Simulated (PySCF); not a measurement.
# C4H4SSi (SMILES C#CC([SiH3])=C=S): what the fields show

Input

```
{"job": {"kind": "uv", "xc": "CAM-B3LYP", "basis": "def2-SVPD", "nstates": 8, "ntriplets": 3}, "charge": 0, "multiplicity": 1}
C      2.429229    -0.649302     0.184945
C      1.369012    -0.103829     0.036672
C      0.105730     0.483770    -0.126157
Si    -1.388005    -0.674448     0.158783
C     -0.130043     1.719765    -0.445499
S     -0.592920     3.160337    -0.819730
H      3.369795    -1.095728     0.307069
H     -2.607717     0.099612    -0.053499
H     -1.285965    -1.162393     1.534433
H     -1.260234    -1.773130    -0.799547
```

Command:

```sh
OMP_NUM_THREADS=1 python probes_run.py task.json out
```

Geometry: GFN2-xTB.

The calculation used CAM-B3LYP/def2-SVPD, SCF density, gas phase in PySCF 2.14.0.

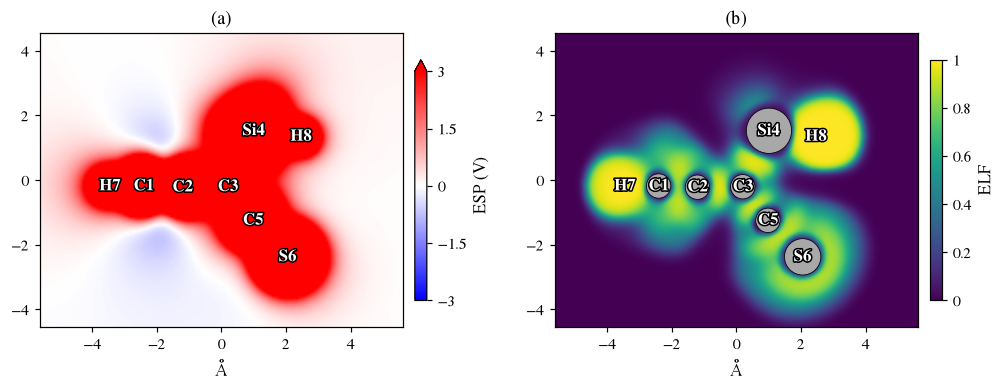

Figure 1. (a) molecular electrostatic potential; (b) ELF on the plane of atoms C3, Si4 and H8. Grey discs cover the atomic cores in the ELF map.

> What does the map show?

The plane passes through C, Si, S and H nuclei.
C–C (1.20 Å): the ELF peaks at about 0.85 between the atoms; a short, multiple covalent bond.
C–S (1.56 Å): the ELF peaks at about 0.90 between the atoms; localised, covalent bonding.
C–Si (1.91 Å): the ELF peaks at about 0.95 between the atoms; a shared electron pair.
C–H (1.05 Å): the ELF climbs to about 1 towards the hydrogen, as it does in any bond to H (an ordinary covalent bond to hydrogen).
C–C (1.30 Å): the ELF peaks at about 0.90 between the atoms; a short, multiple covalent bond.
The ELF also peaks beside S6, away from the bonds: lone-pair regions.
Outside the dense part of the molecule the potential is most negative (−0.7 V) near C1.

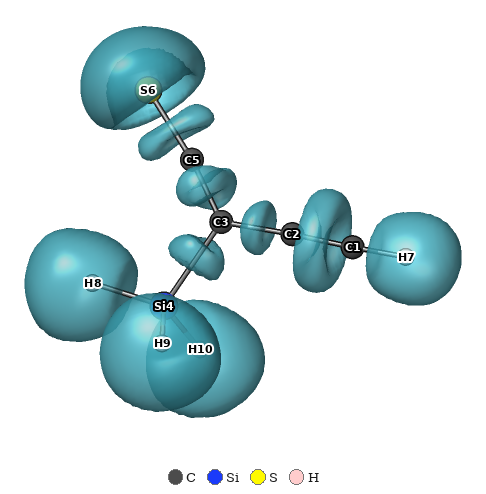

Figure 2. Isosurface of the electron localisation function at 0.8 (cyan), seen at a tilt. Core shells and regions of very low density are left out.

> Identify the bonds, lone pairs and shells in this picture.

The surface consists of three regions between bonded C–C atoms (shared pairs), one region between bonded C–S atoms (shared pairs), one region between bonded C–Si atoms (shared pairs), four regions around hydrogen nuclei and one ring or bowl of non-bonding electrons around S.

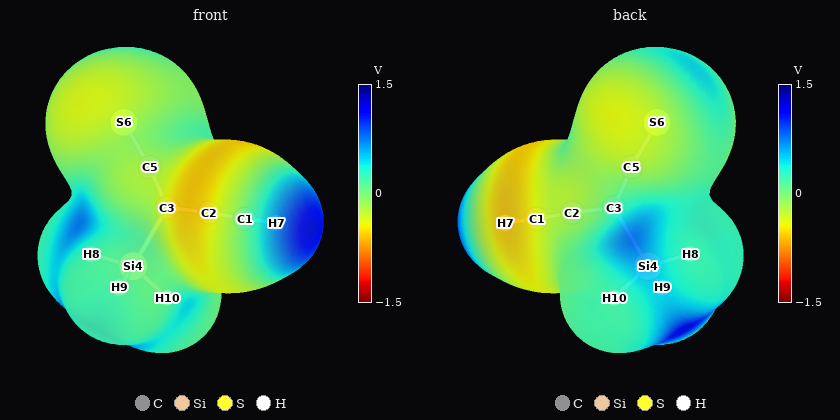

Figure 3. The electrostatic potential painted on the density surface at 0.001 e/bohr³, seen from the front and from behind; the colour scale runs from red (negative) to blue (positive).

> Describe the electrostatic potential map.

The most negative region (about −0.6 V) lies over C1 and C2, the most positive (about +1.2 V) over Si4 and H7.

> How polar is the molecule by this calculation?

Its dipole moment is 1.02 D.
